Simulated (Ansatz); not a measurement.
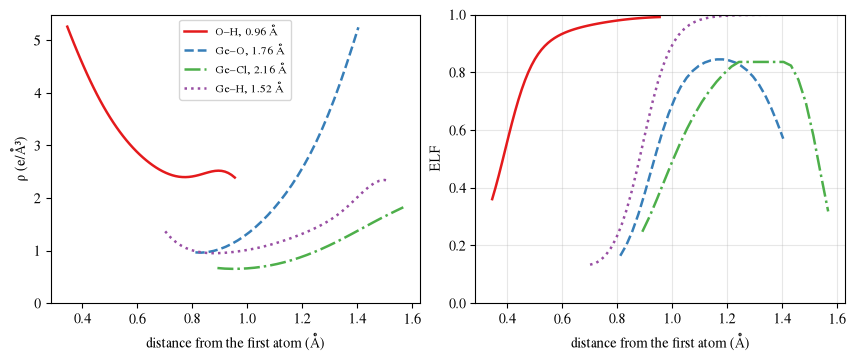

*ClGeH$_{3}$O. Electron density and ELF along straight lines between neighbouring atoms. The curves leave out the atomic cores.*

These are results of RKS BHLYP-D4/def2-SVP (Ansatz 0.2.0), not measurements.

```xyz
6

Ge    0.0066   -0.0679   -0.0680
Cl   -0.1322    0.0473    2.0866
H     1.4611    0.0798   -0.4763
O    -0.8280    1.3105   -0.7640
H    -1.7462    1.4047   -0.5188
H    -0.6550   -1.3813   -0.4731
```

> Compare the contacts.

O–H (0.96 Å): the density is about 3.7 e/Å³ at the midpoint; the ELF climbs to about 1 towards the hydrogen, as it does in any bond to H; a covalent bond by its length.
Ge–O (1.76 Å): ρ at the midpoint is about 0.99 e/Å³; the ELF peaks at about 0.85 in the valence shell of O, 0.6 Å from its nucleus, and is about 0.30 at the midpoint.
Ge–Cl (2.16 Å): the density is about 0.72 e/Å³ at the midpoint; the ELF peaks at about 0.85 in the valence shell of Cl, 0.9 Å from its nucleus, and is about 0.65 at the midpoint.
Ge–H (1.52 Å): the density is about 1.1 e/Å³ at the midpoint; the ELF climbs to about 1 towards the hydrogen.
